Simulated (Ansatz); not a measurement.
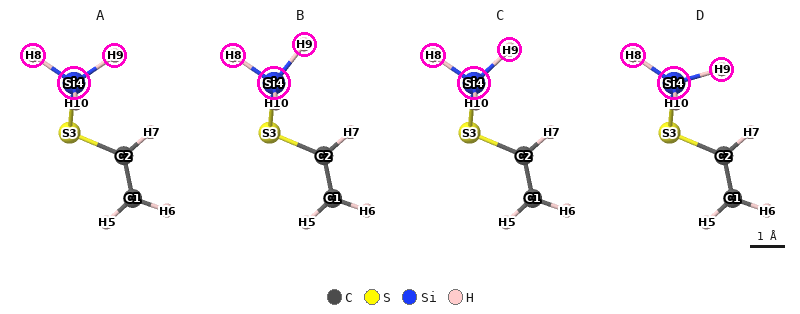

A scan of C2H6SSi: the H9–Si4–H8 angle is varied, with the rest of the molecule carried along rigidly. A ball-and-stick model, seen onto the plane of the angle. The ringed atoms are those of the scanned coordinate.

Level of theory: CCSD(T) (def2-TZVPP, Ansatz), on geometries moved rigidly from the minimum at PBE0-D4/def2-TZVP. Coupled cluster with a frozen core. Energies are counted from the PBE0-D4/def2-TZVP minimum geometry at the same level.

Q: Rank the frames from lowest to highest energy.

A: Lowest first: A (the angle 110.7°, 0.00 kcal/mol), C (the angle 101.7°, 1.22 kcal/mol), D (the angle 128.7°, 4.72 kcal/mol), B (the angle 92.7°, 4.94 kcal/mol). Over the whole scan: the lowest computed point lies at the angle 110.7° (0.00 kcal/mol). At the ends of the scan the energy is 4.94 kcal/mol (92.7°) and 4.72 kcal/mol (128.7°). The curvature at the lowest point is about 4.2 eV/rad².
